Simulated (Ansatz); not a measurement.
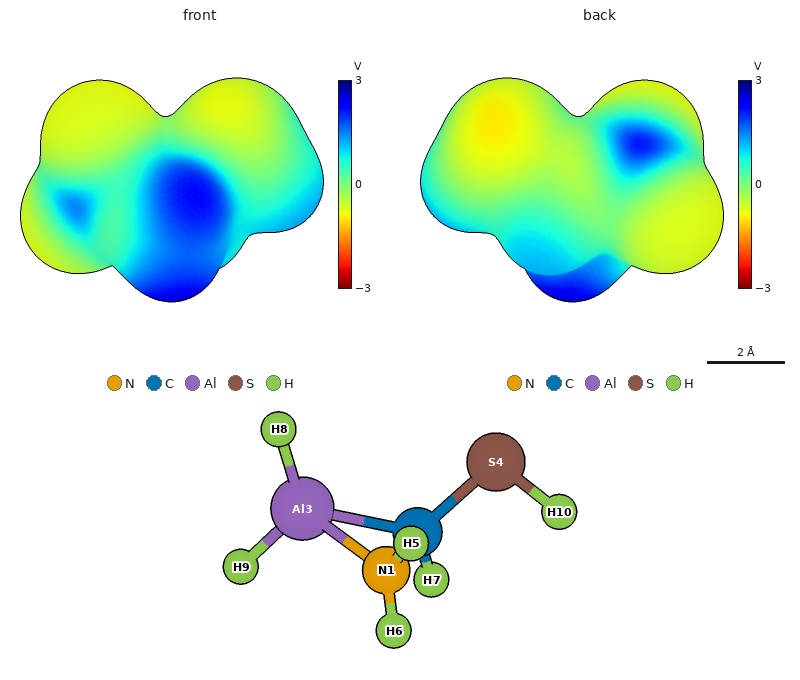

CH6AlNS. The molecular electrostatic potential painted on the density surface at 0.002 e/bohr³, seen from the front and from behind; red is negative and blue positive. The bare structure is drawn below in the same view.

Geometry: PBE0-D4/def2-TZVP.

The calculation used RKS PBE0-D4/def2-TZVPP in Ansatz.

Input

```
crystal:
  periodic: [false, false, false]
  atoms:
    - {symbol: N, position_ang: [-0.933923, 0.040300, -0.152790]}
    - {symbol: C, position_ang: [0.539623, 0.430949, -0.145800]}
    - {symbol: Al, position_ang: [0.082335, -0.722443, 1.383491]}
    - {symbol: S, position_ang: [1.459778, -0.089889, -1.548665]}
    - {symbol: H, position_ang: [-1.140790, -0.574998, -0.930907]}
    - {symbol: H, position_ang: [-1.575358, 0.822972, -0.156692]}
    - {symbol: H, position_ang: [0.625689, 1.494233, 0.062361]}
    - {symbol: H, position_ang: [0.228922, -2.290998, 1.222083]}
    - {symbol: H, position_ang: [-0.255436, 0.025813, 2.739808]}
    - {symbol: H, position_ang: [1.052362, 0.812861, -2.469888]}
basis:
  gaussian: {orbitals: def2-TZVPP}
hamiltonian: {xc: pbe0, dispersion: d4}
output: {orbitals: {seedname: orbitals}}
```

Run with:

```sh
ansatz run in.yaml --threads 2 --pin off --events-out ev --progress --plain --max-ram 4352MiB
```

**Where is the surface potential most negative and most positive?**

The most negative region (about −0.9 V) lies over S4, the most positive (about +2.5 V) over H6.
